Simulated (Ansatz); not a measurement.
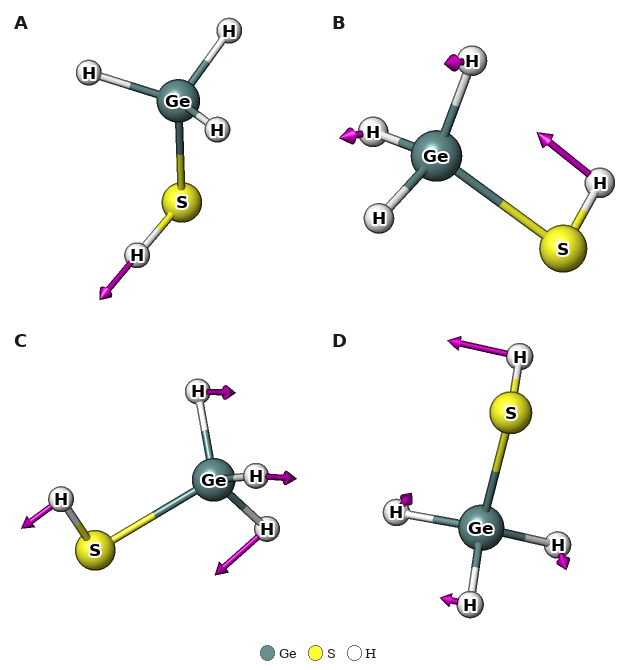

4 normal modes of one molecule or complex, as arrows. Harmonic vibrations computed with RKS PBE0-D4/def2-TZVP (Ansatz 0.2.0) at a stationary point of the same level.

Match the panels to the wavenumbers 157 cm⁻¹, 507 cm⁻¹, 783 cm⁻¹, 2715 cm⁻¹.

A: 2715 cm⁻¹, S–H stretching
B: 783 cm⁻¹, Ge–S–H bending
C: 507 cm⁻¹, H–Ge–S bending
D: 157 cm⁻¹, a torsion or out-of-plane motion in which bond lengths and bond angles hardly change
